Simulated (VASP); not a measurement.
Band structure of TiGe (relaxed from the rocksalt structure, space group Fm-3m). All values below come from r2SCAN meta-GGA, VASP's PBE PAW potentials (set 64) (plane waves; VASP).

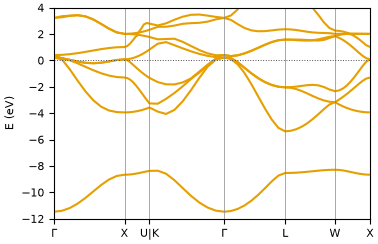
Bands along high-symmetry lines, zero at the valence-band maximum or, without a gap, the Fermi level

Read the plot: is there a gap, and where are the band edges?

It has no gap at this level: it comes out as a metal or semimetal.

The structure was generated: TiGe was put into the rocksalt type (Fm-3m), which need not be its known phase. It was relaxed first, which changed the volume by -22 %.
